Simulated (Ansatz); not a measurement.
AlH3ClOF: geometry relaxation

System: AlH3ClOF.
Method: RKS PBE-D4/cc-pVDZ (Ansatz 0.2.0).

The input holds or restrains some coordinates. It belongs to a series of runs on one base structure; here: pulled along the bonds that form and break, towards end B. Figures and captions count atoms from 1; the log counts them from 0 in places.

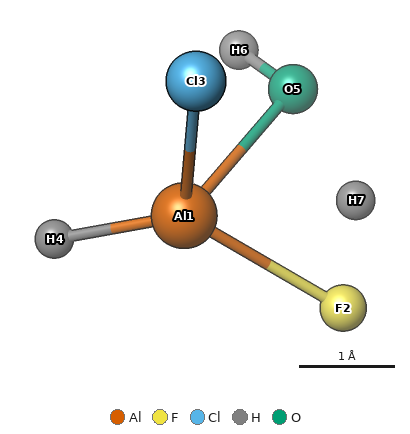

Fig. 1: The starting structure (ball-and-stick view, seen at a tilt; atoms are numbered from 1 in the order of the input). Sticks mark near contacts. Bond lengths as drawn: Al–Cl 2.23 Å, Al–F 2.04 Å, Al–H 1.56 Å, Al–O 2.08 Å and H–O 1.01 Å.

Input
```yaml
crystal:
  periodic: [false, false, false]
  atoms:
    - { symbol: Al, position_ang: [0.0, 0.0, 0.0] }
    - { symbol: F, position_ang: [0.0, 0.0, 2.04] }
    - { symbol: Cl, position_ang: [1.9312, 0.0, -1.115] }
    - { symbol: H, position_ang: [-1.351, 0.0, -0.78] }
    - { symbol: O, position_ang: [0.4375, -1.9248, 0.6559] }
    - { symbol: H, position_ang: [-0.1954, -2.5811, 0.2213] }
    - { symbol: H, position_ang: [0.2647, -1.1647, 1.752] }
basis:
  gaussian: { orbitals: cc-pVDZ }
hamiltonian:
  xc: pbe
  dispersion: d4
relax:
  f_tol: 0.15
  max_steps: 25
  restrain:
    - { distance: [0, 4], at: 1.78, k: 30.0 }
    - { distance: [6, 1], at: 0.92, k: 30.0 }
    - { distance: [0, 1], at: 2.89, k: 30.0 }
    - { distance: [6, 4], at: 2.21, k: 30.0 }
output:
  orbitals: {}
```

Hardware: 1 thread of AMD EPYC (Zen 3), 32 GiB of memory available, shared host.

Command:
```bash
ansatz run input.yaml --threads 1 --pin off --max-ram 2048MiB --backend cpu --events-out ev --progress --plain --runs-dir out
```

The program's output
```
The last accepted step is kept in [file] (removed where the run ends without a failure and the disk answers)
Engine: ansatz 0.2.0, x86_64-unknown-linux-gnu
Functional definition: PBE
  parameter kappa = 0.804
  parameter beta = 0.06672455060314922
  exchange = pbe_x(kappa = kappa, mu = beta*pi^2/3)
  correlation = pbe_c(beta = beta)
962 factors; their error is unknown
mean field evaluation 1: about -23915.6310 eV, gradient 5.7e1 eV
mean field evaluation 2: about -23833.2732 eV, gradient 1.6e2 eV
mean field evaluation 4: about -23921.2173 eV, gradient 1.6e1 eV
mean field evaluation 8: about -23921.7210 eV, gradient 9.6e-2 eV
mean field evaluation 16: about -23921.6612 eV, gradient 1.3e-5 eV
mean field -23921.66118516 eV, -879.1048338701 hartree, gradient 1.3e-5 eV, S^2 0.000000; 0 other end points of the search recorded, 0 dependent functions left out
the calculation of the forces begins
reference -23921.66122531 eV, -879.1048353457 hartree; 25, 25 occupied and 54, 54 virtual orbitals, 962 factors
relax step   1: F+E_penalty+E_count = -23921.78013949 eV  Δ(F+E_penalty+E_count) = +0.000e0 eV  max|allowed force component| = 2.581e0 eV/Å  E_restraint = 24.83960932 eV  max|allowed force component, restraints' pulls added| = 2.376e1 eV/Å  Δτ_max = 0.0000 Å  (26 SCF iters, accepted)
  distance Al 0 - O 4 = 2.0800 Å
  distance H 6 - F 1 = 1.2286 Å
  distance Al 0 - F 1 = 2.0400 Å
  distance H 6 - O 4 = 1.3450 Å
these checks for a lower state are left out or cut short: starts, cluster_reference, orbital_swaps, neighbouring_geometries, increment
962 factors; their error is unknown
mean field -23921.50162478 eV, -879.0989701345 hartree, gradient 1.7e-5 eV, S^2 0.000000; 0 other end points of the search recorded, 0 dependent functions left out
the calculation of the forces begins
reference -23921.50166563 eV, -879.0989716356 hartree; 25, 25 occupied and 54, 54 virtual orbitals, 962 factors
relax step   2: F+E_penalty+E_count = -23921.61973425 eV  Δ(F+E_penalty+E_count) = +1.604e-1 eV  max|allowed force component| = 2.820e0 eV/Å  E_restraint = 9.51066417 eV  max|allowed force component, restraints' pulls added| = 1.501e1 eV/Å  Δτ_max = 0.1949 Å  (33 SCF iters, accepted)
  distance Al 0 - O 4 = 1.9582 Å
  distance H 6 - F 1 = 1.0863 Å
  distance Al 0 - F 1 = 2.3617 Å
  distance H 6 - O 4 = 1.6664 Å
these checks for a lower state are left out or cut short: starts, cluster_reference, orbital_swaps, neighbouring_geometries, increment
962 factors; their error is unknown
mean field evaluation 32: about -23921.5603 eV, gradient 2.6e-5 eV
mean field -23921.56027758 eV, -879.1011255851 hartree, gradient 2.6e-5 eV, S^2 0.000000; 0 other end points of the search recorded, 0 dependent functions left out
the calculation of the forces begins
reference -23921.56031861 eV, -879.1011270930 hartree; 25, 25 occupied and 54, 54 virtual orbitals, 962 factors
relax step   3: F+E_penalty+E_count = -23921.67704656 eV  Δ(F+E_penalty+E_count) = -5.731e-2 eV  max|allowed force component| = 2.394e0 eV/Å  E_restraint = 1.83788664 eV  max|allowed force component, restraints' pulls added| = 6.788e0 eV/Å  Δτ_max = 0.1947 Å  (31 SCF iters, accepted)
  distance Al 0 - O 4 = 1.8482 Å
  distance H 6 - F 1 = 0.9483 Å
  distance Al 0 - F 1 = 2.6368 Å
  distance H 6 - O 4 = 1.9798 Å
these checks for a lower state are left out or cut short: starts, cluster_reference, orbital_swaps, neighbouring_geometries, increment
962 factors; their error is unknown
mean field -23921.73811571 eV, -879.1076610160 hartree, gradient 7.0e-6 eV, S^2 0.000000; 0 other end points of the search recorded, 0 dependent functions left out
the calculation of the forces begins
reference -23921.73815693 eV, -879.1076625306 hartree; 25, 25 occupied and 54, 54 virtual orbitals, 962 factors
relax step   4: F+E_penalty+E_count = -23921.85177810 eV  Δ(F+E_penalty+E_count) = -1.747e-1 eV  max|allowed force component| = 1.313e0 eV/Å  E_restraint = 0.02486229 eV  max|allowed force component, restraints' pulls added| = 1.021e0 eV/Å  Δτ_max = 0.1903 Å  (27 SCF iters, accepted)
  distance Al 0 - O 4 = 1.7696 Å
  distance H 6 - F 1 = 0.9265 Å
  distance Al 0 - F 1 = 2.8592 Å
  distance H 6 - O 4 = 2.1863 Å
these checks for a lower state are left out or cut short: starts, cluster_reference, orbital_swaps, neighbouring_geometries, increment
962 factors; their error is unknown
mean field -23921.82163573 eV, -879.1107303201 hartree, gradient 8.2e-5 eV, S^2 0.000000; 0 other end points of the search recorded, 0 dependent functions left out
the calculation of the forces begins
reference -23921.82167686 eV, -879.1107318314 hartree; 25, 25 occupied and 54, 54 virtual orbitals, 962 factors
relax step   5: F+E_penalty+E_count = -23921.93525482 eV  Δ(F+E_penalty+E_count) = -8.348e-2 eV  max|allowed force component| = 7.988e-1 eV/Å  E_restraint = 0.02001278 eV  max|allowed force component, restraints' pulls added| = 6.673e-1 eV/Å  Δτ_max = 0.1842 Å  (29 SCF iters, accepted)
  distance Al 0 - O 4 = 1.7756 Å
  distance H 6 - F 1 = 0.9389 Å
  distance Al 0 - F 1 = 2.8656 Å
  distance H 6 - O 4 = 2.1910 Å
these checks for a lower state are left out or cut short: starts, cluster_reference, orbital_swaps, neighbouring_geometries, increment
962 factors; their error is unknown
mean field -23921.91016823 eV, -879.1139838292 hartree, gradient 2.1e-5 eV, S^2 0.000000; 0 other end points of the search recorded, 0 dependent functions left out
the calculation of the forces begins
reference -23921.91020915 eV, -879.1139853331 hartree; 25, 25 occupied and 54, 54 virtual orbitals, 962 factors
relax step   6: F+E_penalty+E_count = -23922.02255235 eV  Δ(F+E_penalty+E_count) = -8.730e-2 eV  max|allowed force component| = 4.823e-1 eV/Å  E_restraint = 0.02368872 eV  max|allowed force component, restraints' pulls added| = 1.466e0 eV/Å  Δτ_max = 0.1526 Å  (27 SCF iters, accepted)
  distance Al 0 - O 4 = 1.7750 Å
  distance H 6 - F 1 = 0.9580 Å
  distance Al 0 - F 1 = 2.8891 Å
  distance H 6 - O 4 = 2.2205 Å
these checks for a lower state are left out or cut short: starts, cluster_reference, orbital_swaps, neighbouring_geometries, increment
962 factors; their error is unknown
mean field -23921.95672153 eV, -879.1156946317 hartree, gradient 1.9e-5 eV, S^2 0.000000; 0 other end points of the search recorded, 0 dependent functions left out
the calculation of the forces begins
reference -23921.95676237 eV, -879.1156961324 hartree; 25, 25 occupied and 54, 54 virtual orbitals, 962 factors
relax step   7: F+E_penalty+E_count = -23922.06990829 eV  Δ(F+E_penalty+E_count) = -4.736e-2 eV  max|allowed force component| = 4.657e-1 eV/Å  E_restraint = 0.01173965 eV  max|allowed force component, restraints' pulls added| = 2.898e-1 eV/Å  Δτ_max = 0.2000 Å  (28 SCF iters, accepted)
  distance Al 0 - O 4 = 1.7698 Å
  distance H 6 - F 1 = 0.9407 Å
  distance Al 0 - F 1 = 2.8763 Å
  distance H 6 - O 4 = 2.2020 Å
these checks for a lower state are left out or cut short: starts, cluster_reference, orbital_swaps, neighbouring_geometries, increment
962 factors; their error is unknown
mean field evaluation 64: about -23921.9465 eV, gradient 1.9e-5 eV
mean field -23921.94652687 eV, -879.1153199846 hartree, gradient 7.3e-6 eV, S^2 0.000000; 0 other end points of the search recorded, 0 dependent functions left out
the calculation of the forces begins
reference -23921.94656759 eV, -879.1153214811 hartree; 25, 25 occupied and 54, 54 virtual orbitals, 962 factors
relax step   8: F+E_penalty+E_count = -23922.05961138 eV  Δ(F+E_penalty+E_count) = +1.030e-2 eV  max|allowed force component| = 9.003e-1 eV/Å  E_restraint = 0.00970774 eV  max|allowed force component, restraints' pulls added| = 8.438e-1 eV/Å  Δτ_max = 0.0742 Å  (27 SCF iters, rejected (line search))
  distance Al 0 - O 4 = 1.7722 Å
  distance H 6 - F 1 = 0.9386 Å
  distance Al 0 - F 1 = 2.8767 Å
  distance H 6 - O 4 = 2.2022 Å
these checks for a lower state are left out or cut short: starts, cluster_reference, orbital_swaps, neighbouring_geometries, increment
962 factors; their error is unknown
mean field -23921.96247625 eV, -879.1159061137 hartree, gradient 8.4e-5 eV, S^2 0.000000; 0 other end points of the search recorded, 0 dependent functions left out
the calculation of the forces begins
reference -23921.96251710 eV, -879.1159076148 hartree; 25, 25 occupied and 54, 54 virtual orbitals, 962 factors
relax step   9: F+E_penalty+E_count = -23922.07553567 eV  Δ(F+E_penalty+E_count) = -5.627e-3 eV  max|allowed force component| = 5.171e-1 eV/Å  E_restraint = 0.01019735 eV  max|allowed force component, restraints' pulls added| = 1.367e-1 eV/Å  Δτ_max = 0.0371 Å  (25 SCF iters, accepted)
```

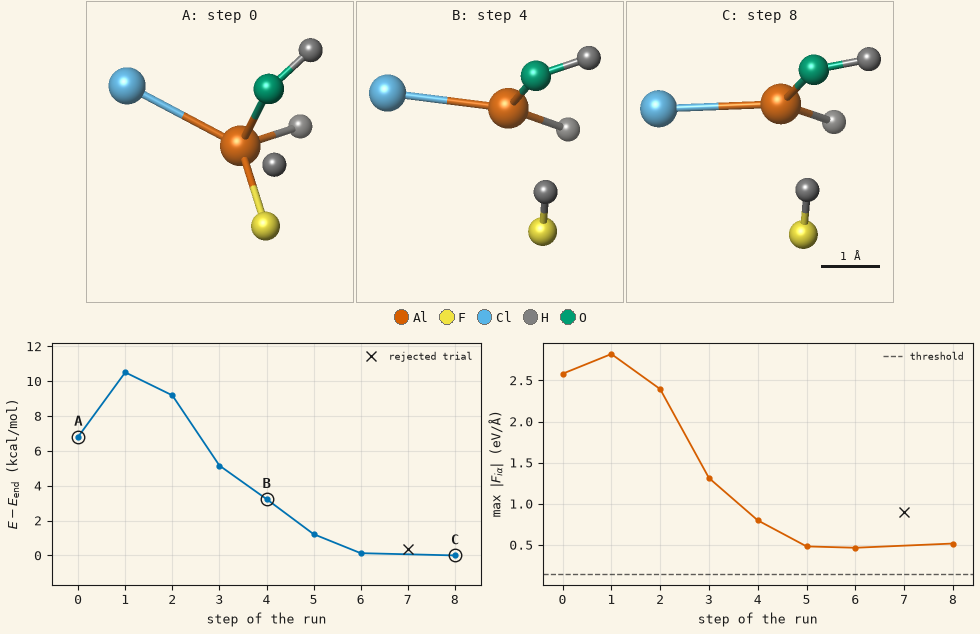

Fig. 2: Frames of the restrained relaxation (ball-and-stick view, seen at a tilt) above the curves, on which the letters mark them (the first geometry is step 0 here and step 1 in the log).

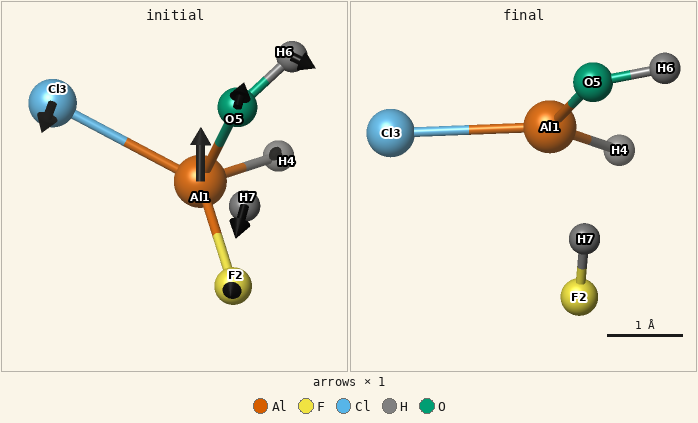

Fig. 3: Before (left) and after (right) the restrained relaxation, at one scale (ball-and-stick view, seen at a tilt). The black arrows give the displacements, at true length. After 8 geometry steps the energy has fallen by 6.81 kcal/mol. Largest force component: 2.6 eV/Å at the start, 0.52 eV/Å at the end. The line search rejected the trial step at point 7 (counted from 0) and went back. The atom that moves furthest after the best rigid fit is Al1 (0.73 Å). Largest moves by element: Al 0.73 Å, H 0.51 Å, Cl 0.47 Å, O 0.40 Å, F 0.32 Å. Among the contacts that change: Al1–F2 2.040 → 2.876 Å, Al1–O5 2.080 → 1.771 Å, F2–H7 1.229 → 0.939 Å, Al1–Cl3 2.230 → 2.132 Å. New bonds form: F2–H7 (1.23 → 0.94 Å). Bonds break: Al1–F2 (2.04 → 2.88 Å). Among the angles that change: Cl3–Al1–O5 88.6° → 113.8°, H4–Al1–O5 109.9° → 124.9°, Al1–O5–H6 109.5° → 117.3°. (Atoms are counted from 1 in the order of the input.)

```
  distance Al 0 - O 4 = 1.7710 Å
  distance H 6 - F 1 = 0.9389 Å
  distance Al 0 - F 1 = 2.8765 Å
  distance H 6 - O 4 = 2.2024 Å
962 factors; their error is unknown
mean field -23921.96247625 eV, -879.1159061137 hartree, gradient 8.4e-5 eV, S^2 0.000000; 1 other end points of the search recorded, 0 dependent functions left out
the calculation of the forces begins
reference -23921.96251710 eV, -879.1159076148 hartree; 25, 25 occupied and 54, 54 virtual orbitals, 962 factors
Total energy: -23922.07557651 eV, -879.1200624717 hartree
Atom 0 at     0.101910    -0.514707    -0.506123 Å, force     0.084245    -0.064832     0.464977 eV/Å
Atom 1 at     0.110502    -0.052105     2.332919 Å, force    -0.122164     0.341434    -0.315953 eV/Å
Atom 2 at     1.930564     0.466251    -0.994282 Å, force    -0.009228    -0.024958     0.012777 eV/Å
Atom 3 at    -1.292280     0.073901    -0.974996 Å, force    -0.048450    -0.031693     0.003773 eV/Å
Atom 4 at     0.322922    -2.075624     0.300822 Å, force    -0.105513     0.224790     0.163633 eV/Å
Atom 5 at    -0.472047    -2.630611     0.430409 Å, force     0.072382     0.072376    -0.059827 eV/Å
Atom 6 at     0.385429    -0.937705     2.185450 Å, force     0.128728    -0.517116    -0.269380 eV/Å
Dipole moment:    -0.418992    -0.451569     0.057696 e Å
```

Trajectory as extended XYZ (Å, eV, eV/Å), 9 frames, from step=1 to step=9
```
7
Properties=species:S:1:pos:R:3:forces:R:3 step=1 energy=-23921.78014
Al    0.0000    0.0000    0.0000    1.8835  -2.5806   0.7838
F     0.0000    0.0000    2.0400    0.3227  -0.3728  -1.5634
Cl    1.9312    0.0000   -1.1150   -0.7755   0.7920   0.4812
H    -1.3510    0.0000   -0.7800   -0.4203   0.4945   0.0765
O     0.4375   -1.9248    0.6559   -0.9909   1.5915   0.2251
H    -0.1954   -2.5811    0.2213    0.5216   0.8399   1.2068
H     0.2647   -1.1647    1.7520   -0.5411  -0.7644  -1.2099
7
Properties=species:S:1:pos:R:3:forces:R:3 step=2 energy=-23921.61973
Al    0.0340   -0.1126   -0.1461    1.3031  -2.8204   0.9867
F     0.0108   -0.0267    2.2140    0.4719  -1.6478  -1.7306
Cl    1.9402    0.0136   -1.1232    0.0057   0.9085  -0.0001
H    -1.3661    0.0071   -0.7873   -0.5756   0.5851  -0.0164
O     0.4483   -1.9151    0.4972   -0.8659   1.7357   0.5667
H    -0.2093   -2.5932    0.2190    0.0288   0.2441   0.3599
H     0.2291   -1.0437    1.9006   -0.3680   0.9948  -0.1661
7
Properties=species:S:1:pos:R:3:forces:R:3 step=3 energy=-23921.67705
Al    0.0625   -0.2227   -0.2846    0.3855  -2.3942   0.7775
F     0.0146   -0.0529    2.3463   -0.0952   0.6373  -0.5354
Cl    1.9525    0.0328   -1.1314    0.7874   1.0488  -0.4023
H    -1.3795    0.0201   -0.7881   -0.4972   0.5878  -0.0278
O     0.4527   -1.9118    0.3563   -0.5236   1.1770   0.4685
H    -0.2202   -2.5987    0.2139   -0.2825  -0.1067   0.1470
H     0.2044   -0.9374    2.0618    0.2256  -0.9501  -0.4275
7
Properties=species:S:1:pos:R:3:forces:R:3 step=4 energy=-23921.85178
Al    0.0874   -0.3572   -0.4169    0.0822  -0.7967   0.2303
F     0.0044   -0.0319    2.4226   -0.2381   1.1006  -0.2184
Cl    2.0074    0.1310   -1.1646    0.1606   0.6670  -0.1399
H    -1.3986    0.0647   -0.7848    0.0999   0.2875   0.0228
O     0.4348   -1.9427    0.2879   -0.3319   0.0853   0.4237
H    -0.2568   -2.6265    0.2295   -0.1158  -0.0305   0.1455
H     0.2084   -0.9080    2.2005    0.3432  -1.3132  -0.4641
7
Properties=species:S:1:pos:R:3:forces:R:3 step=5 energy=-23921.93526
Al    0.0832   -0.3972   -0.5356    0.0697  -0.7108   0.7988
F    -0.0241   -0.1240    2.3149   -0.1371   0.5208  -0.0785
Cl    2.0061    0.2312   -1.1632    0.0991   0.4440  -0.1763
H    -1.3815    0.1209   -0.8702    0.1177   0.1284  -0.0798
O     0.4114   -1.9181    0.3200   -0.3989  -0.2003   0.0112
H    -0.3082   -2.5782    0.3997    0.0948   0.1856  -0.0131
H     0.3001   -1.0052    2.3087    0.1546  -0.3679  -0.4622
7
Properties=species:S:1:pos:R:3:forces:R:3 step=6 energy=-23922.02255
Al    0.1082   -0.4522   -0.4976    0.0162  -0.4065   0.4823
F    -0.0479   -0.0633    2.3610    0.3188  -0.4573  -0.4721
Cl    2.0041    0.3103   -1.1155   -0.1265   0.1737   0.0148
H    -1.3437    0.1150   -0.8359    0.1620   0.0479  -0.0345
O     0.3811   -2.0244    0.2798   -0.3245   0.0694   0.1690
H    -0.3772   -2.6416    0.3794    0.2116   0.2842  -0.0206
H     0.3623   -0.9144    2.2029   -0.2575   0.2885  -0.1390
7
Properties=species:S:1:pos:R:3:forces:R:3 step=7 energy=-23922.06991
Al    0.0914   -0.5172   -0.5085    0.1682  -0.0263   0.4657
F     0.0997   -0.0544    2.3303   -0.1037   0.2501  -0.3292
Cl    1.9237    0.4549   -1.0031    0.0011  -0.0230   0.0071
H    -1.2840    0.1100   -0.9729   -0.1043  -0.0619   0.0081
O     0.3328   -2.0760    0.2941   -0.2755   0.1021   0.2187
H    -0.4502   -2.6461    0.4531    0.1947   0.1820  -0.1136
H     0.3736   -0.9418    2.1812    0.1195  -0.4230  -0.2567
7
Properties=species:S:1:pos:R:3:forces:R:3 step=8 energy=-23922.05961 accepted=F
Al    0.0922   -0.5286   -0.4985    0.2626   0.0713   0.4485
F     0.1084   -0.0400    2.3363   -0.1274   0.3450  -0.3295
Cl    1.9231    0.4414   -1.0069   -0.0214  -0.0110   0.0074
H    -1.2932    0.0881   -0.9567   -0.0724  -0.0828   0.0121
O     0.3392   -2.0814    0.3190    0.6660   0.9003  -0.0088
H    -0.4492   -2.6187    0.3841   -0.8438  -0.6863   0.1267
H     0.3667   -0.9315    2.1969    0.1364  -0.5365  -0.2564
7
Properties=species:S:1:pos:R:3:forces:R:3 step=9 energy=-23922.07554
Al    0.1019   -0.5147   -0.5061    0.0842  -0.0648   0.4650
F     0.1105   -0.0521    2.3329   -0.1222   0.3414  -0.3160
Cl    1.9306    0.4663   -0.9943   -0.0092  -0.0250   0.0128
H    -1.2923    0.0739   -0.9750   -0.0485  -0.0317   0.0038
O     0.3229   -2.0756    0.3008   -0.1055   0.2248   0.1636
H    -0.4720   -2.6306    0.4304    0.0724   0.0724  -0.0598
H     0.3854   -0.9377    2.1854    0.1287  -0.5171  -0.2694
```

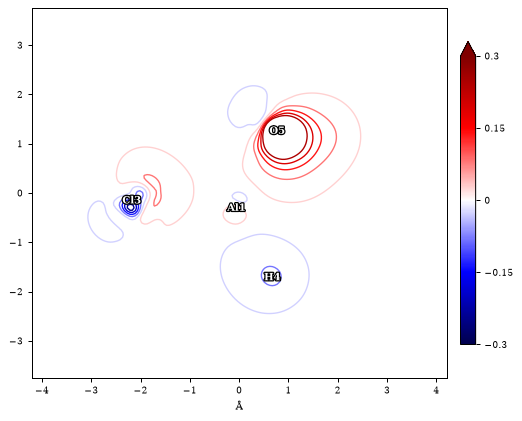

Fig. 4: The HOMO−1 on the plane of atoms Cl3, Al1 and H4 (values in Å⁻³ᐟ²; the overall sign is arbitrary). Its energy is −7.58 eV.

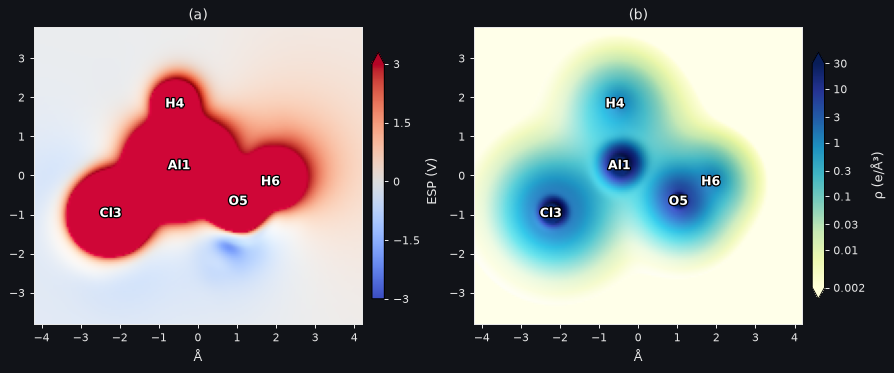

Fig. 5: (a) molecular electrostatic potential; (b) electron density on the plane of atoms Cl3, Al1 and O5. Al–O (1.77 Å): ρ at the midpoint is about 0.69 e/Å³. O–H (0.98 Å): ρ at the midpoint is about 3.5 e/Å³, with its minimum of 2.2 e/Å³ about 0.8 Å from O.

Key numbers

```json
{"quantity": "outcome", "value": "converged under the restraints of the input"}
{"quantity": "total energy", "value": "−23922.0756 eV"}
{"quantity": "mean-field energy", "value": "−23921.9625 eV"}
{"quantity": "largest force (length of the vector) at the end, held atoms and coordinates included", "value": "0.597 eV/Å"}
{"quantity": "wall time", "value": "18 s"}
{"quantity": "peak memory", "value": "0.15 GiB"}
```
